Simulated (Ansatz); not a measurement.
# RbYbF3 (Pm-3m): following an unstable mode, part 2 of 3

Aim: this structure of RbYbF3 (Pm-3m) is to be tested for unstable modes, and one is followed downhill.

Ansatz 0.2.0; DFT PBEsol+U, scalar-relativistic, plane waves, PAW.

So far, highest frequency on the path or at a solved wavevector (cm⁻¹): step 2 (response at finite wavevector) 478. Also lowest frequency on the path (cm⁻¹): step 2 -81.1.

## Step 4: The mode frozen in, largest atomic shift 0.45 Å

The atoms are moved along the unstable eigenvector, the largest shift by 0.45 Å, with the cell fixed.

Contents of input.yaml:

```yaml
crystal:
  lattice:
    - [4.5416503417, 4.5416503417, 0.0]
    - [4.5416503417, 0.0, 4.5416503417]
    - [4.5416503417, 0.0, -4.5416503417]
  atoms:
    - { symbol: Rb, position: [0.0, 0.5, 0.5] }
    - { symbol: Rb, position: [0.0, 0.0, 0.0] }
    - { symbol: Yb, position: [0.5, 0.25, 0.75] }
    - { symbol: Yb, position: [0.5, 0.75, 0.25] }
    - { symbol: F, position: [0.5, -0.0495414625, 0.5495414625] }
    - { symbol: F, position: [0.5, 0.5495414625, -0.0495414625] }
    - { symbol: F, position: [0.0, 0.5, 0.0] }
    - { symbol: F, position: [0.0, 0.0, 0.5] }
    - { symbol: F, position: [0.5, 0.4504585375, 0.4504585375] }
    - { symbol: F, position: [0.5, 0.0495414625, 0.0495414625] }
kpoints:
  mp_grid: { grid: [6, 6, 6] }
hamiltonian:
  xc: pbesol
  hubbard: { sites: [{ species: Yb, l: f, u_eff: 6.0 }] }
scf:
  occupations: { method: gaussian, width: 0.02 }
output:
  forces: true
  stress: true
  eigenvalues: true
```

Started as:

```sh
$ ansatz run input.yaml --threads 8 --pin off --max-ram 14336MiB --backend cpu --events-out ev --progress --plain --runs-dir out
```

Numbers of over 12 decimals in the logs are rounded to 6 here.

The program printed:

```text
[...]
Crystal: 10 atoms, lattice volume = 187.357 Å³
Basis set: ecut = 420 eV, 3695 PW (Γ), exchange–correlation on 90×90×90 points (8 copies of the dense FFT grid, shifted against one another)
Bands: 65, of which v1, the nominal top of the filled ones, is band 54 counted from 1 (53 counted from 0)
Symmetry: 16 space group operations
[...]
k-points: 30 of 216
[...]
k-point 0: bands = [... 50 lower, 7.5924, 7.7275, 7.7275, 7.7540, 9.0241, 11.7584, 12.2736, 12.2736, ... 7 higher]
  k-point 1: bands = [... 50 lower, 7.5870, 7.7101, 7.7121, 7.7354, 9.3283, 11.9019, 12.3490, 12.4225, ... 7 higher]
  k-point 2: bands = [... 50 lower, 7.5978, 7.6692, 7.6730, 7.6915, 10.1138, 12.0521, 12.2750, 12.5384, ... 7 higher]
  k-point 29: bands = [... 50 lower, 7.6197, 7.6859, 7.6955, 7.6955, 11.1641, 11.7733, 12.0991, 12.4691, ... 7 higher]
Occupation matrices written to <dir>
[key lines of the parts left out:]
SCF converged after 11 iterations
Free energy (F): -38605.436718 eV
Fermi energy:    8.389069 eV
P = ⅓ Tr σ = -0.9160 GPa (-9.160 kbar)
```

Run time: 3.6 s. Hardware: 8 threads of Intel Xeon Platinum 8488C (Sapphire Rapids), shared host; peak memory 1.2 GiB; 26 s of CPU time.

This step gave:

```yaml
pressure: -0.9160 GPa
gap_on_the_k_mesh: 1.270 eV
energy_from_the_undistorted_cell: -8.8 meV/atom
```

The energy, extrapolated to zero smearing, is -8.80 meV/atom against the undistorted cell.

The run ends at a pressure of -0.92 GPa, with forces up to 0.0043 eV/Å.

## Step 5: Energy along the mode, all amplitudes (two of the runs are shown above)

An imaginary frequency means negative curvature, so the energy should fall and then rise again as anharmonic terms take over.

This step gave:

```
depth at the lowest point sampled  : 8.8 meV/atom
largest atomic shift at that point : 0.45 Å
```

Table of energy from the parent by largest atomic shift:

| largest atomic shift (Å) | energy from the parent (meV/atom) |
| --- | --- |
| 0.000 | 0 |
| 0.040 | -0.146 |
| 0.080 | -0.577 |
| 0.140 | -1.70 |
| 0.220 | -3.85 |
| 0.320 | -6.82 |
| 0.450 | -8.8 |
| 0.600 | -3.46 |

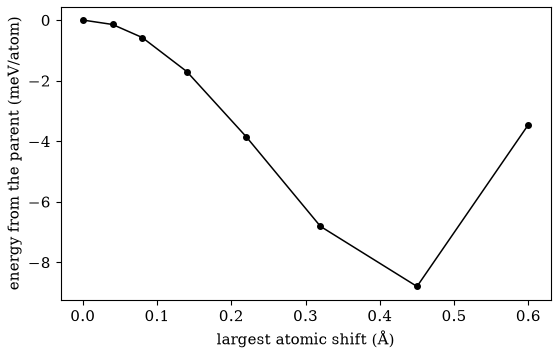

Energy from the parent against largest atomic shift.

Displacement at unit largest shift by atom:

| atom | x (Å) | y (Å) | z (Å) | size |
| --- | --- | --- | --- | --- |
| Rb1 | 0.00 | 0.00 | 0.00 | 0.00 |
| Rb2 | 0.00 | 0.00 | 0.00 | 0.00 |
| Yb3 | 0.00 | 0.00 | 0.00 | 0.00 |
| Yb4 | 0.00 | 0.00 | 0.00 | 0.00 |
| F5 | 0.00 | 0.00 | -1.00 | 1.00 |
| F6 | 0.00 | 0.00 | 1.00 | 1.00 |
| F7 | 0.00 | 0.00 | 0.00 | 0.00 |
| F8 | 0.00 | 0.00 | 0.00 | 0.00 |
| F9 | -1.00 | 0.00 | 0.00 | 1.00 |
| F10 | 1.00 | 0.00 | 0.00 | 1.00 |

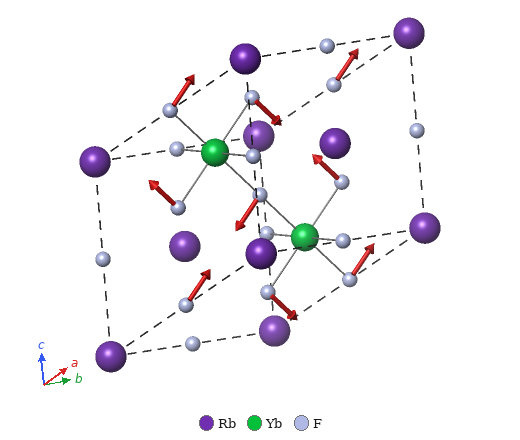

Displacement at unit largest shift as arrows, the longest 1 Å. Some periodic images of atoms are drawn too.

The lowest of the steps tried is at 0.45 Å, 8.8 meV/atom below the parent; the bottom of the well need not coincide with a step.

## Step 6: Relaxation from the frozen mode

Starting from the lowest point found, all atoms and the cell are let go, so that strain and other modes of the same symmetry can join in.

input.yaml, as its differences from that of step 4:

```diff
@@ -22,3 +22,3 @@
 scf:
-  occupations: { method: gaussian, width: 0.02 }
+  occupations: { method: fixed }
 output:
@@ -27 +27,6 @@
   eigenvalues: true
+relax:
+  adjacent_minimum: "off"
+  f_tol: 0.002
+  max_steps: 120
+  cell: { stress_tol: 0.03 }
```

The program printed:

```text
[...]
Crystal: 10 atoms, lattice volume = 187.357 Å³
Basis set: ecut = 420 eV, 3695 PW (Γ), exchange–correlation on 90×90×90 points (8 copies of the dense FFT grid, shifted against one another)
Bands: 65, of which v1, the nominal top of the filled ones, is band 54 counted from 1 (53 counted from 0)
Symmetry: 16 space group operations
[...]
k-points: 30 of 216
[...]
SCF iter   1: F=—  HF=-38610.921379 eV  |F-HF|=—  |Δ(HF+E_count)|=         —  Δρ=9.73e-2  dr2=1.64e1  ethr=3.10e-3  ⟨swp⟩=5.7  Hψ=7315  notcnv=0  defer=218
[...]
SCF iter  12: F=-38605.436718 eV  HF=-38605.436718 eV  |F-HF|=4.13e-8  |Δ(HF+E_count)|=   1.92e-9  Δρ=3.35e-6  dr2=1.71e-8  ethr=3.52e-11  ⟨swp⟩=5.9  Hψ=8058  notcnv=0
SCF 1 converged in 12 iterations: F = -38605.436718 eV  dr2 = 1.71e-8
[...]
relax step   1: F+E_penalty+E_count = -38605.43671845 eV  Δ(F+E_penalty+E_count) = +0.000e0 eV  max|allowed force component| = 4.283e-3 eV/Å  Δτ_max = 0.0000 Å  P = -0.916 GPa  Ω = 187.357 Å³  (12 SCF iters, dr2 threshold 1.00e-7 eV, accepted)
Crystal: 10 atoms, lattice volume = 183.074 Å³
Basis set: ecut = 420 eV, 3575 PW (Γ), exchange–correlation on 90×90×90 points (8 copies of the dense FFT grid, shifted against one another)
[...]
iter 1 solved again at ethr=7.87e-6 eV; its pass at ethr=3.10e-3 eV (dr2=8.50e-3 eV) is discarded
[...]
SCF iter   7: F=-38605.471704 eV  HF=-38605.471704 eV  |F-HF|=2.38e-7  |Δ(HF+E_count)|=   1.56e-6  Δρ=1.13e-5  dr2=4.06e-7  ethr=9.26e-10  ⟨swp⟩=14.6  Hψ=14346  notcnv=0
SCF 2 converged in 7 iterations: F = -38605.471704 eV  dr2 = 4.06e-7
relax step   2: F+E_penalty+E_count = -38605.47170423 eV  Δ(F+E_penalty+E_count) = -3.499e-2 eV  max|allowed force component| = 1.844e-2 eV/Å  Δτ_max = 0.0267 Å  P = +0.193 GPa  Ω = 183.074 Å³  energy of the carried Pulay correction = +1.187e-2 eV  (7 SCF iters, dr2 threshold 1.00e-6 eV, accepted)
Crystal: 10 atoms, lattice volume = 183.202 Å³
Basis set: ecut = 420 eV, 3591 PW (Γ), exchange–correlation on 90×90×90 points (8 copies of the dense FFT grid, shifted against one another)
[...]
SCF iter   6: F=-38605.473967 eV  HF=-38605.473967 eV  |F-HF|=2.24e-9  |Δ(HF+E_count)|=   1.24e-7  Δρ=2.06e-5  dr2=4.93e-7  ethr=7.34e-10  ⟨swp⟩=13.4  Hψ=16034  notcnv=0
SCF 3 converged in 6 iterations: F = -38605.473967 eV  dr2 = 4.93e-7
relax step   3: F+E_penalty+E_count = -38605.47396723 eV  Δ(F+E_penalty+E_count) = -2.263e-3 eV  max|allowed force component| = 1.139e-2 eV/Å  Δτ_max = 0.0182 Å  P = +0.047 GPa  Ω = 183.202 Å³  energy of the carried Pulay correction = +1.151e-2 eV  (6 SCF iters, dr2 threshold 7.93e-7 eV, accepted)
[...]
relax step   4: F+E_penalty+E_count = -38605.47436167 eV  Δ(F+E_penalty+E_count) = -3.944e-4 eV  max|allowed force component| = 1.333e-4 eV/Å  Δτ_max = 0.0132 Å  P = -0.004 GPa  Ω = 183.165 Å³  energy of the carried Pulay correction = +1.161e-2 eV  (8 SCF iters, dr2 threshold 8.68e-9 eV, accepted)
[...]
relax step   5: F+E_penalty+E_count = -38605.46519385 eV  Δ(F+E_penalty+E_count) = +9.168e-3 eV  max|allowed force component| = 1.496e-4 eV/Å  Δτ_max = 0.0000 Å  P = -0.108 GPa  Ω = 183.165 Å³  stress off target by 1.49e-1 GPa  SCF on the basis re-selected at this cell (its energy is not comparable with the rows above)  (9 SCF iters)
[...]
relax step   6: F+E_penalty+E_count = -38605.46673407 eV  Δ(F+E_penalty+E_count) = -1.540e-3 eV  max|allowed force component| = 4.120e-5 eV/Å  Δτ_max = 0.0059 Å  P = +0.003 GPa  Ω = 182.699 Å³  energy of the carried Pulay correction = +1.304e-3 eV  (6 SCF iters, dr2 threshold 5.52e-8 eV, accepted)
[...]
SCF iter   7: F=-38605.465308 eV  HF=-38605.465308 eV  |F-HF|=2.91e-11  |Δ(HF+E_count)|=  1.46e-11  Δρ=5.86e-8  dr2=1.49e-11  ethr=1.00e-12  ⟨swp⟩=15.6  Hψ=13844  notcnv=0
SCF 7 converged in 7 iterations: F = -38605.465308 eV  dr2 = 1.49e-11
relax step   7: F+E_penalty+E_count = -38605.46530795 eV  Δ(F+E_penalty+E_count) = +1.426e-3 eV  max|allowed force component| = 3.979e-5 eV/Å  Δτ_max = 0.0000 Å  P = -0.005 GPa  Ω = 182.699 Å³  stress off target by 7.86e-3 GPa  SCF on the basis re-selected at this cell (its energy is not comparable with the rows above)  (7 SCF iters)
[...]
SCF converged after 7 iterations
Free energy (F): -38605.465308 eV
[...]
Internal energy: -38605.465308 eV  (E = F + TS)
E sigma→0 (E₀):  -38605.465308 eV
Fermi energy:    8.028545 eV
[...]
--- Forces (eV/Å), atoms counted from 1 ---
  atom   1  Rb     0.00000000     0.00000000     0.00000000
  atom   2  Rb     0.00000000     0.00000000     0.00000000
  atom   3  Yb     0.00000000    -0.00000000    -0.00000000
  atom   4  Yb     0.00000000    -0.00000000     0.00000000
  atom   5  F      0.00000000     0.00000000     0.00003979
  atom   6  F      0.00000000     0.00000000    -0.00003979
  atom   7  F      0.00000000     0.00000000     0.00000000
  atom   8  F      0.00000000     0.00000000    -0.00000000
  atom   9  F      0.00003979     0.00000000     0.00000000
  atom  10  F     -0.00003979     0.00000000     0.00000000
  max |Σ_I F_I| component: 2.17e-19 eV/Å
--- Stress (GPa, compression-positive) ---
       -0.007855       0.000000       0.000000
        0.000000       0.000886       0.000000
        0.000000       0.000000      -0.007855
  P = ⅓ Tr σ = -0.0049 GPa (-0.049 kbar)
--- Band table (eV; the first three rows and the last of 30) ---
  k-point 0: bands = [... 50 lower, 7.8797, 8.0264, 8.0285, 8.0285, 9.3590, 11.9976, 12.5036, 12.5036, ... 7 higher]
  k-point 1: bands = [... 50 lower, 7.8750, 8.0072, 8.0122, 8.0123, 9.6704, 12.1448, 12.5732, 12.6565, ... 7 higher]
  k-point 2: bands = [... 50 lower, 7.8820, 7.9626, 7.9712, 7.9724, 10.4717, 12.4016, 12.5468, 12.7763, ... 7 higher]
  k-point 29: bands = [... 50 lower, 7.9026, 7.9553, 8.0030, 8.0030, 11.4277, 12.1505, 12.4078, 12.8113, ... 7 higher]
Occupation matrices written to <dir>
--- Relaxed structure (5 steps of the walk, 5 accepted, 2 SCFs on fresh bases) ---
  F+E_penalty+E_count = -38605.46530795 eV   max|allowed force component| = 3.979e-5 eV/Å   (the final SCF, on the basis selected at the relaxed cell)
  cell:  # Å, volume = 182.6993 Å³
    - [4.466614, 4.578782, 0.0]
    - [4.466614, 0.0, 4.466614]
    - [4.466614, 0.0, -4.466614]
  atoms:
    - { symbol: Rb, position: [0, 0.5, 0.5] }
    - { symbol: Rb, position: [0, 0, 0] }
    - { symbol: Yb, position: [0.5, 0.250000, 0.75] }
    - { symbol: Yb, position: [0.5, 0.75, 0.250000] }
    - { symbol: F, position: [0.5, -0.056584, 0.556584] }
    - { symbol: F, position: [0.5, 0.556584, -0.056584] }
    - { symbol: F, position: [0, 0.5, 0.0] }
    - { symbol: F, position: [0, 0.0, 0.5] }
    - { symbol: F, position: [0.5, 0.443416, 0.443416] }
    - { symbol: F, position: [0.5, 0.056584, 0.056584] }
```

The job ended after 20 s (8 threads; peak memory 1.2 GiB; 2.5 min of CPU time).

Relaxation path:

| step | energy less that of the first step (eV) | largest force component (eV/Å) | pressure (GPa) | volume (Å³) |
| --- | --- | --- | --- | --- |
| 1 | 0.0000 | 0.0043 | -0.92 | 187.36 |
| 2 | -0.0350 | 0.0184 | 0.19 | 183.07 |
| 3 | -0.0372 | 0.0114 | 0.05 | 183.20 |
| 4 | -0.0376 | 0.0001 | 0.00 | 183.17 |
| 5* | -0.0285 | 0.0001 | -0.11 | 183.17 |
| 6 | -0.0300 | 0.0000 | 0.00 | 182.70 |
| 7* | -0.0286 | 0.0000 | 0.00 | 182.70 |

Relaxation steps marked * repeat the geometry before them on a plane-wave basis chosen anew for their cell, so energy and pressure can jump there.

Forces are held to the 16 operations that the run works with; a distortion that breaks them can't arise in this run.

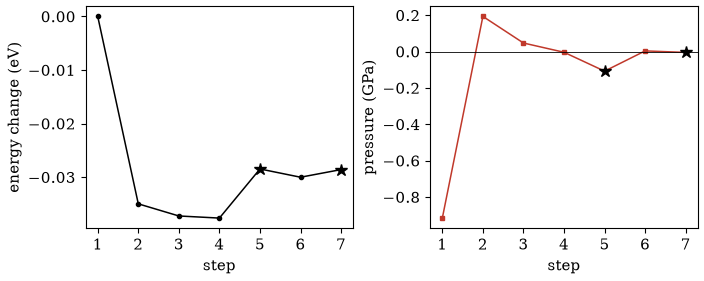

Energy and pressure along the relaxation. Stars mark steps on a basis chosen anew.

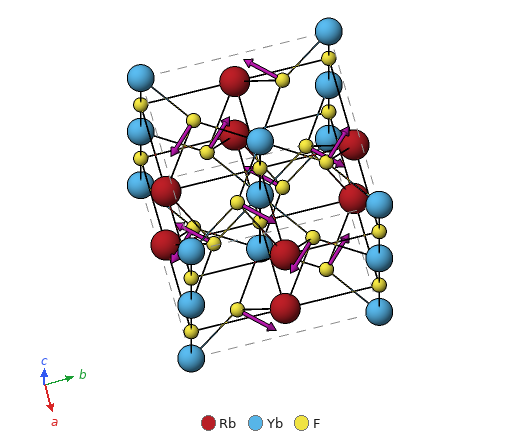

Displacements in the relaxation, exaggerated, measured against the changing cell; the longest in the cell stands for 0.06 Å. Some periodic images of atoms are drawn too.

| conventional cell, symmetrised | before | after | change |
| --- | --- | --- | --- |
| a (Å) | 6.423 | 6.317 | -1.7 % |
| b (Å) | 6.423 | 6.317 | -1.7 % |
| c (Å) | 9.083 | 9.158 | +0.8 % |
| volume (Å³/atom) | 18.74 | 18.27 | -2.5 % |

The atoms that moved most (Å, as changes of fractional coordinates times the final cell):

| atom | dx | dy | dz | length |
| --- | --- | --- | --- | --- |
| F6 | 0.000 | 0.000 | 0.063 | 0.063 |
| F10 | 0.063 | 0.000 | 0.000 | 0.063 |
| F5 | 0.000 | 0.000 | -0.063 | 0.063 |
| F9 | -0.063 | 0.000 | 0.000 | 0.063 |

Numbers from this step:

```yaml
pressure: -0.004942 GPa
gap_on_the_k_mesh: 1.330 eV
volume_per_atom: 18.27 Å³
```

The distorted start has space group I4/mcm; the relaxation ends in I4/mcm.

## Step 7: The new phase in its own primitive cell

The relaxed structure is symmetrised, reduced to its primitive cell and relaxed tightly, as its phonons need.

input.yaml, the sections that differ from step 6:

```yaml
crystal:
  lattice:
    - [-3.1583732293, 3.1583732293, 4.5787821651]
    - [3.1583732293, -3.1583732293, 4.5787821651]
    - [3.1583732293, 3.1583732293, -4.5787821651]
  atoms:
    - { symbol: Rb, position: [0.25, 0.75, 0.5] }
    - { symbol: Rb, position: [0.75, 0.25, 0.5] }
    - { symbol: Yb, position: [0.0, 0.0, 0.0] }
    - { symbol: Yb, position: [0.5, 0.5, 0.0] }
    - { symbol: F, position: [0.1934159467, 0.3065840533, 0.5] }
    - { symbol: F, position: [0.8065840533, 0.6934159467, 0.5] }
    - { symbol: F, position: [0.75, 0.75, 0.0] }
    - { symbol: F, position: [0.25, 0.25, 0.0] }
    - { symbol: F, position: [0.3065840533, 0.8065840533, 0.1131681067] }
    - { symbol: F, position: [0.6934159467, 0.1934159467, 0.8868318933] }
relax:
  adjacent_minimum: "off"
  f_tol: 0.001
  max_steps: 60
  cell: { stress_tol: 0.01 }
# kpoints, hamiltonian, scf, output: as in step 6
```

The program printed:

```text
[...]
Crystal: 10 atoms, lattice volume = 182.699 Å³
Basis set: ecut = 420 eV, 3567 PW (Γ), exchange–correlation on 90×90×90 points (8 copies of the dense FFT grid, shifted against one another)
Bands: 65, of which v1, the nominal top of the filled ones, is band 54 counted from 1 (53 counted from 0)
Symmetry: 16 space group operations
[...]
k-points: 30 of 216
[...]
- { symbol: Yb, position: [0.0, 0.0, 0.0] }
    - { symbol: Yb, position: [0.500000, 0.500000, 0.0] }
    - { symbol: F, position: [0.193416, 0.306584053325, 0.5] }
    - { symbol: F, position: [0.806584, 0.693415946675, 0.5] }
    - { symbol: F, position: [0.750000, 0.750000, 0.0] }
    - { symbol: F, position: [0.250000, 0.250000, 0.0] }
    - { symbol: F, position: [0.306584, 0.806584, 0.113168] }
    - { symbol: F, position: [0.693415946675, 0.193416, 0.88683189335] }
[key lines of the parts left out:]
SCF converged after 8 iterations
Free energy (F): -38605.465308 eV
Fermi energy:    8.028544 eV
P = ⅓ Tr σ = -0.0049 GPa (-0.049 kbar)
```

It took 6.4 s on 8 threads; peak memory 1.2 GiB.

Little changed from the start: no atom moved by 0.005 Å and no cell edge by 0.1 %.

This step gave:

```
pressure           : -0.004943 GPa
direct gap on mesh : 1.330 eV
```

The largest force component left is 0.028 meV/Å and the pressure is -0.005 GPa, within the tolerances set. The cell now holds 18.27 Å³/atom.

[end of part 2 of 3]

[Logs are printed without paths, hosts, clocks, repeated set-up lines and the standing remarks that a program may print on its own settings, such as how far it seeks lower states.]

[Hosts, paths, dates, database ids (printed as entryN), source tags and the programs' standing remarks are cut or masked in the printed files.]
